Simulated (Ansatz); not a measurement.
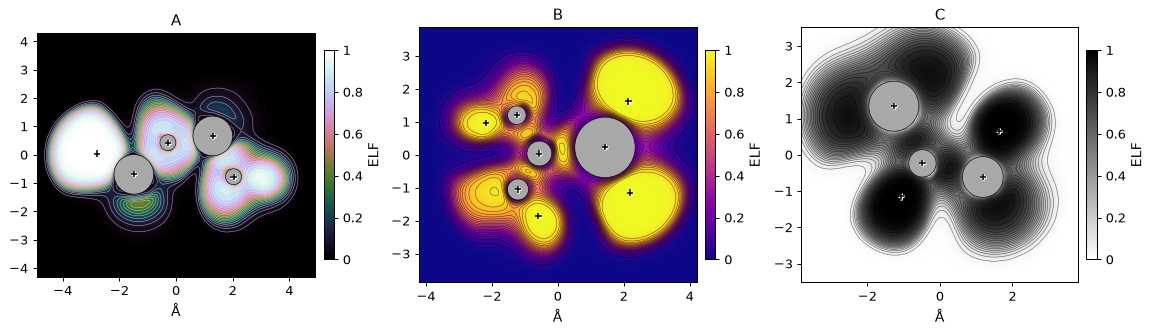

The electron localisation function of 3 systems, each on a plane through atoms (crosses mark nuclei in the plane; grey discs cover the cores).

Theory: RKS PBE0-D4/def2-TZVPP in Ansatz 0.2.0.

System 1: CH2SSe (SMILES SC=[Se]), the molecular plane. Geometry: PBE0-D4/def2-TZVP.

```yaml
atoms:
  - { symbol: S, position_ang: [-1.2511, 0.4190, -0.0756] }
  - { symbol: C, position_ang: [0.2082, -0.3587, 0.3485] }
  - { symbol: Se, position_ang: [1.7966, -0.2380, -0.4037] }
  - { symbol: H, position_ang: [-0.7609, 1.1073, -1.1249] }
  - { symbol: H, position_ang: [0.0571, -1.0030, 1.2143] }
```

System 2: CH4GaNO (SMILES N=[C](O)[GaH2]), the molecular plane. Geometry: PBE0-D4/def2-TZVP.

```csv
atom,x (Å),y (Å),z (Å)
N,0.1888,1.4727,-0.5938
C,0.2216,0.4765,0.1899
O,0.7771,0.6265,1.4087
Ga,-0.4857,-1.3513,-0.1998
H,-0.2507,1.2387,-1.4788
H,1.0755,1.5494,1.4663
H,-1.1166,-1.4946,-1.6289
H,-0.4100,-2.5178,0.8364
```

System 3: FH5O3Si2, the plane of atoms O5, Si6 and H9. Geometry: PBE0-D4/def2-TZVP.

```xyz
11

O    -0.0617   -0.2403    2.2782
Si   -0.0326   -0.8012    0.7553
O    -1.5540   -1.0454    0.2602
F     0.8048   -2.1502    0.7457
O     0.6783    0.1948   -0.2842
Si    0.4544    1.1974   -1.5641
H     0.7463   -0.2687    2.7915
H    -2.1736   -1.4439    0.8719
H     1.7446    1.8797   -1.8256
H    -0.5897    2.2044   -1.2497
H     0.0487    0.4162   -2.7586
```

### Which map belongs to which system?

Panel A is system 3, FH5O3Si2: the plane holds Si, O and H. Si–O (1.61 Å): the ELF peaks at about 0.85 between the atoms: a short, strongly polar bond. Panel B is system 2, CH4GaNO: the plane holds N, C, O, Ga and H. C–N (1.27 Å): the ELF peaks at about 0.90 between the atoms: a multiple bond. Panel C is system 1, CH2SSe: the plane holds S, C, Se and H. C–S (1.71 Å): the ELF peaks at about 0.90 between the atoms, as expected for localised, covalent bonding.
